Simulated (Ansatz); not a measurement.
# C₂H₆F₂InN: small, medium and large basis sets

How large a basis does C₂H₆F₂InN need? Two functionals are run in growing sets.

Method: one geometry, several basis sets; program: Ansatz 0.2.0, Gaussian basis.

Levels to be run: PBE0-D4/def2-SVP; ωB97M-V/def2-SVP; PBE0-D4/def2-QZVPP; ωB97M-V/def2-QZVPP; the functionals' def2-TZVPP values are taken from earlier runs.

## (1) Structure used throughout

An earlier PBE0-D4 in a triple-zeta def2 set relaxation fixed the geometry. In takes the def2 core potential; no spin-orbit term is included.

SMILES `C[N](C)[In]([F])[F]`, 12 atoms, charge 0, spin multiplicity 1.

Atoms are counted from 1 here; the program's logs count them from 0.

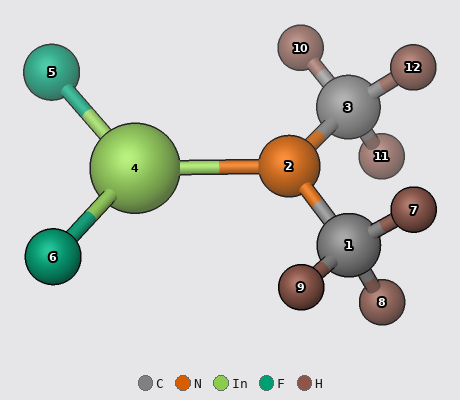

The structure; carbon grey, nitrogen orange, indium green, fluorine teal, hydrogen brown; atoms are numbered from 1 in the order of the file.

## (2) PBE0-D4 in def2-SVP

The input, in.yaml:

```yaml
crystal:
  periodic: [false, false, false]
  atoms:
    - {symbol: C, position_ang: [-0.470051, -0.650265, 1.220802]}
    - {symbol: N, position_ang: [0.115398, 0.039391, 0.095601]}
    - {symbol: C, position_ang: [1.106008, -0.737051, -0.611533]}
    - {symbol: In, position_ang: [-0.745288, 1.631644, -0.717075]}
    - {symbol: F, position_ang: [-0.098632, 2.490460, -2.328261]}
    - {symbol: F, position_ang: [-2.198443, 2.596162, 0.125976]}
    - {symbol: H, position_ang: [0.308336, -0.911505, 1.950980]}
    - {symbol: H, position_ang: [-0.970083, -1.584424, 0.925518]}
    - {symbol: H, position_ang: [-1.203808, -0.023338, 1.731250]}
    - {symbol: H, position_ang: [1.529734, -0.173637, -1.445178]}
    - {symbol: H, position_ang: [0.695302, -1.675750, -1.011606]}
    - {symbol: H, position_ang: [1.931527, -1.001718, 0.063525]}
basis:
  gaussian: {orbitals: def2-SVP}
hamiltonian: {xc: pbe0, dispersion: d4}
output: {orbitals: {seedname: orbitals}}
```

Started as:

```bash
> ansatz run in.yaml --threads 4 --pin off --events-out ev --progress --plain --max-ram 11315MiB
```

Output:

```text
Functional definition: PBE0
  name "PBE0"
  cite "Adamo & Barone, J. Chem. Phys. 110, 6158 (1999) doi:10.1063/1.478522"
  cite "Perdew, Burke & Ernzerhof, Phys. Rev. Lett. 77, 3865 (1996) doi:10.1103/PhysRevLett.77.3865"
  parent pbe
  parameter a = 0.25
  parameter kappa = 0.804
  parameter beta = 0.06672455060314922
  exchange = (1 - a)*pbe_x(kappa = kappa, mu = beta*pi^2/3) + a*exact_x
  correlation = pbe_c(beta = beta)
1499 factors; their error is unknown
mean field evaluation 1: about -14242.9288 eV, gradient 7.1e1 eV
mean field evaluation 2: about -14219.7810 eV, gradient 1.3e2 eV
mean field evaluation 4: about -14253.5502 eV, gradient 7.5e0 eV
mean field evaluation 8: about -14253.6507 eV, gradient 1.1e-1 eV
mean field evaluation 16: about -14253.7449 eV, gradient 1.2e-4 eV
mean field -14253.74489409 eV, -523.8154633226 hartree, gradient 4.7e-5 eV, S^2 0.000000; 0 other end points of the search recorded, 0 dependent functions left out
reference -14253.74493366 eV, -523.8154647767 hartree; 32, 32 occupied and 94, 94 virtual orbitals, 1499 factors
Total energy: -14253.95089494 eV, -523.8230337142 hartree
```

Run time: 2.3 s. Hardware: 4 threads of Arm Neoverse V2, shared host.

## (3) ωB97M-V in def2-SVP

Edit in.yaml of step 2 so:

```diff
@@ -17,3 +17,3 @@
   gaussian: {orbitals: def2-SVP}
-hamiltonian: {xc: pbe0, dispersion: d4}
+hamiltonian: {xc: {name: wB97M-V}}
 output: {orbitals: {seedname: orbitals}}
```

Same command.

Output (excerpt; [...] marks lines left out):

```text
Functional definition: wB97M-V
  name "wB97M-V"
  cite "Mardirossian & Head-Gordon, J. Chem. Phys. 144, 214110 (2016) doi:10.1063/1.4952647"
  cite "Becke, J. Chem. Phys. 107, 8554 (1997) doi:10.1063/1.475007"
  cite "Vydrov & Van Voorhis, J. Chem. Phys. 133, 244103 (2010) doi:10.1063/1.3521275"
  # Of w^i u^j: cxij and so on, Table III.
[...]
  gx(w, u) = 1 - cx + cx01*u + cx10*w
  gss(w, u) = css00 + css04*u^4 + css10*w + css20*w^2 + css43*w^4*u^3
  gos(w, u) = cos00 + cos10*w + (cos20 + cos21*u)*w^2 + (cos60 + cos61*u)*w^6
[...]
      + integral(e_c_pw_mod_opposite_spin*gos(b97_w_opposite, b97_u_opposite)) + vv10(b, c)
1461 factors; their error is unknown
338 factors; integrals over basis functions are off by at most 7.1e-6 eV
[...]
mean field -14258.50948589 eV, -523.9905588416 hartree, gradient 4.1e-5 eV, S^2 0.000000; 0 other end points of the search recorded, 0 dependent functions left out
reference -14258.50954925 eV, -523.9905611701 hartree; 32, 32 occupied and 94, 94 virtual orbitals, 1461 factors
Total energy: -14258.50954925 eV, -523.9905611701 hartree
```

It took 7 s on 4 threads of Arm Neoverse V2, shared host.

## (4) PBE0-D4 in def2-QZVPP

Edit in.yaml of step 3 so:

```diff
@@ -16,4 +16,4 @@
 basis:
-  gaussian: {orbitals: def2-SVP}
-hamiltonian: {xc: {name: wB97M-V}}
+  gaussian: {orbitals: "def2-QZVPP.json"}
+hamiltonian: {xc: pbe0, dispersion: d4}
 output: {orbitals: {seedname: orbitals}}
```

The command is unchanged.

Output:

```text
Functional definition: PBE0
  name "PBE0"
  cite "Adamo & Barone, J. Chem. Phys. 110, 6158 (1999) doi:10.1063/1.478522"
  cite "Perdew, Burke & Ernzerhof, Phys. Rev. Lett. 77, 3865 (1996) doi:10.1103/PhysRevLett.77.3865"
  parent pbe
  parameter a = 0.25
  parameter kappa = 0.804
  parameter beta = 0.06672455060314922
  exchange = (1 - a)*pbe_x(kappa = kappa, mu = beta*pi^2/3) + a*exact_x
  correlation = pbe_c(beta = beta)
1767 factors; their error is unknown
mean field evaluation 1: about -14250.5980 eV, gradient 8.8e1 eV
mean field evaluation 2: about -14207.2184 eV, gradient 1.6e2 eV
mean field evaluation 4: about -14265.4443 eV, gradient 1.2e1 eV
mean field evaluation 8: about -14265.6521 eV, gradient 5.5e-1 eV
mean field evaluation 16: about -14265.7000 eV, gradient 9.8e-5 eV
mean field -14265.70003266 eV, -524.2548065613 hartree, gradient 4.4e-5 eV, S^2 0.000000; 0 other end points of the search recorded, 0 dependent functions left out
reference -14265.70007956 eV, -524.2548082849 hartree; 32, 32 occupied and 515, 515 virtual orbitals, 1767 factors
Total energy: -14265.90604084 eV, -524.2623772224 hartree
```

It took 22 s on 4 threads of Arm Neoverse V2, shared host; peak memory 2.3 GiB.

## (5) ωB97M-V in def2-QZVPP

Edit in.yaml of step 4 so:

```diff
@@ -17,3 +17,3 @@
   gaussian: {orbitals: "def2-QZVPP.json"}
-hamiltonian: {xc: pbe0, dispersion: d4}
+hamiltonian: {xc: {name: wB97M-V}}
 output: {orbitals: {seedname: orbitals}}
```

The command is unchanged.

Output (excerpt; [...] marks lines left out):

```text
Functional definition: wB97M-V
  name "wB97M-V"
  cite "Mardirossian & Head-Gordon, J. Chem. Phys. 144, 214110 (2016) doi:10.1063/1.4952647"
  cite "Becke, J. Chem. Phys. 107, 8554 (1997) doi:10.1063/1.475007"
  cite "Vydrov & Van Voorhis, J. Chem. Phys. 133, 244103 (2010) doi:10.1063/1.3521275"
  # Of w^i u^j: cxij and so on, Table III.
[...]
  gx(w, u) = 1 - cx + cx01*u + cx10*w
  gss(w, u) = css00 + css04*u^4 + css10*w + css20*w^2 + css43*w^4*u^3
  gos(w, u) = cos00 + cos10*w + (cos20 + cos21*u)*w^2 + (cos60 + cos61*u)*w^6
[...]
      + integral(e_c_pw_mod_opposite_spin*gos(b97_w_opposite, b97_u_opposite)) + vv10(b, c)
1727 factors; their error is unknown
425 factors; integrals over basis functions are off by at most 8.0e-6 eV
[...]
mean field -14270.80243360 eV, -524.4423163373 hartree, gradient 2.4e-5 eV, S^2 0.000000; 0 other end points of the search recorded, 0 dependent functions left out
reference -14270.80251220 eV, -524.4423192260 hartree; 32, 32 occupied and 515, 515 virtual orbitals, 1727 factors
Total energy: -14270.80251220 eV, -524.4423192260 hartree
```

Run time: 42 s. Hardware: 4 threads of Arm Neoverse V2, shared host; peak memory 2.7 GiB.

## (6) Density functionals: the series

The def2-TZVPP values come from earlier runs at the same geometry.

```csv
functional,basis,functions,energy (eV),from the largest (eV),HOMO (eV),LUMO (eV)
PBE0-D4,def2-SVP,126,-14253.9509,11.955,-6.74,-1.98
PBE0-D4,def2-TZVPP,289,-14265.3081,0.598,-6.86,-2.18
PBE0-D4,def2-QZVPP,547,-14265.9060,0.000,-6.89,-2.23
ωB97M-V,def2-SVP,126,-14258.5095,12.293,-9.01,0.03
ωB97M-V,def2-TZVPP,289,-14270.2289,0.574,-9.14,-0.26
ωB97M-V,def2-QZVPP,547,-14270.8025,0.000,-9.17,-0.43
```

## (7) What came out

| quantity | value |
| --- | --- |
| PBE0-D4: double and triple zeta above quadruple | 11.96, 0.60 eV |
| ωB97M-V: double and triple zeta above quadruple | 12.29, 0.57 eV |

In words: PBE0-D4 gains 11.36 eV from double to triple zeta, then 0.60 eV more. These are total energies; as a rule much of such shifts cancels in differences, which this series doesn't test.

For PBE0-D4 the largest set took about 10 times as long as the smallest (22 s against 2.3 s).
